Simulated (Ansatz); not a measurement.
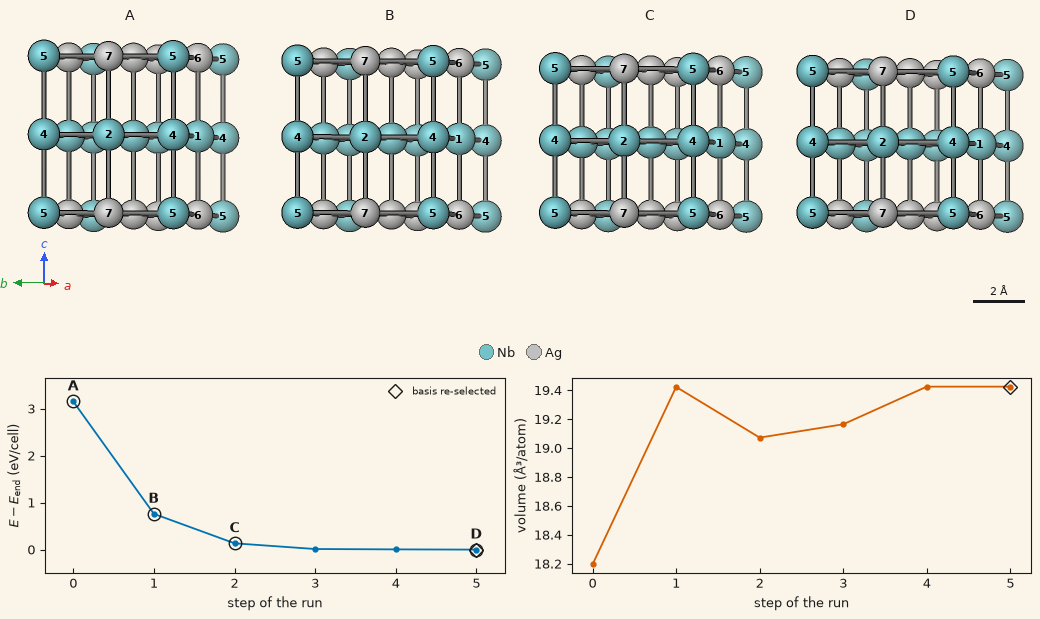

Frames of a relaxation of solid Nb5Ag3 (a generated structure, set up in P6/mmm) (coarse preliminary run), marked on the history of the run. A ball-and-stick model of the cell of the calculation, seen from a free direction.

Computed with DFT PBE, scalar-relativistic, plane waves, PAW in Ansatz 0.2.0.

The input:
```yaml
crystal:
  lattice:
    - [5.19048631, 0.0, 0.0]
    - [-2.59524315, 4.495093, 0.0]
    - [0.0, 0.0, 6.23891543]
  atoms:
    - { symbol: Nb, position: [0.5, 0.0, 0.5] }
    - { symbol: Nb, position: [0.0, 0.5, 0.5] }
    - { symbol: Nb, position: [0.5, 0.5, 0.5] }
    - { symbol: Nb, position: [0.0, 0.0, 0.5] }
    - { symbol: Nb, position: [0.0, 0.0, 0.0] }
    - { symbol: Ag, position: [0.5, 0.0, 0.0] }
    - { symbol: Ag, position: [0.0, 0.5, 0.0] }
    - { symbol: Ag, position: [0.5, 0.5, 0.0] }
basis:
  ecutwfc: 420
kpoints:
  mp_grid: { grid: [6, 6, 4] }
hamiltonian:
  xc: pbe
scf:
  occupations: { method: gaussian, width: 0.1 }
  lower_state_search: "off"
output:
  forces: true
  stress: true
  eigenvalues: true
relax:
  adjacent_minimum: "off"
  f_tol: 0.04
  max_steps: 70
  cell: { stress_tol: 0.4 }
```

Launched with:
```bash
ansatz run input.yaml --threads 1 --pin off --max-ram 2560MiB --backend cpu --events-out ev --progress --plain --runs-dir out
```

### Describe the path.

No atom moves by more than 0.005 Å relative to the cell. The drawn cell changes as follows: a = b 5.190 → 5.645 Å (+8.8 %), c 6.239 → 5.630 Å (−9.8 %); the volume changes by +6.8 %. Near-neighbour distances that change, for instance: Nb1–Ag6 3.119 → 2.815 Å, Nb4–Nb5 3.119 → 2.815 Å, Ag6–Ag7 2.595 → 2.823 Å, Nb1–Nb2 2.595 → 2.823 Å. The space group stays P6/mmm (No. 191). Over 4 accepted moves (5 points after the start) the energy falls by 3.154 eV per cell of the calculation. All forces vanish by symmetry, so only the cell relaxes. The pressure goes from 19.68 to −0.17 GPa. The SCF was repeated once at an unchanged geometry on a basis and grid sized afresh for the cell, which shifted the energy by 5.3 meV per cell of the calculation at most. From step 0 to 1: volume +6.7 %, energy −2.392 eV per cell of the calculation. From step 1 to 2: volume −1.8 %, energy −0.627 eV per cell of the calculation. From step 2 to 5: volume +1.8 %, energy −0.135 eV per cell of the calculation.

| step | E − E(0), meV/atom | pressure, GPa | volume, Å³/atom | note |
| --- | --- | --- | --- | --- |
| 0 | 0.00 | 19.68 | 18.196 |  |
| 1 | -299.06 | 3.64 | 19.423 |  |
| 2 | -377.42 | 3.10 | 19.073 |  |
| 3 | -392.65 | 1.42 | 19.165 |  |
| 4 | -393.58 | -0.22 | 19.425 |  |
| 5 | -394.24 | -0.17 | 19.425 | same geometry, new basis |
